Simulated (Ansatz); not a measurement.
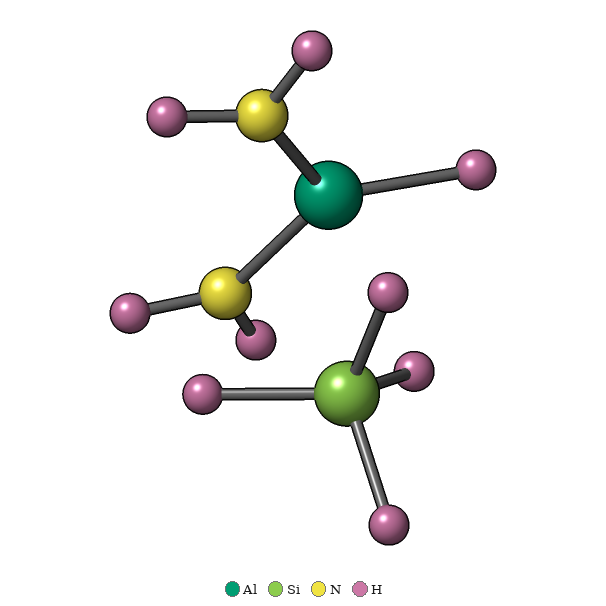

Sticks follow a distance rule. Harmonic vibrations computed with RKS PBE0-D4/def2-TZVP (Ansatz 0.2.0) at a stationary point of the same level.

**Minimum or transition state?**

A minimum: no imaginary frequency, and the lowest mode lies at 44 cm⁻¹.

**List the wavenumbers.**

33 modes: 44, 73, 101, 131, 202, 233, 273, 308, 342, 361, 386, 514, 540, 676, 713, 770, 869, 892, 901, 912, 961, 981, 1564, 1573, 1948, 2186, 2217, 2254, 2264, 3611, 3615, 3701, 3705 cm⁻¹.
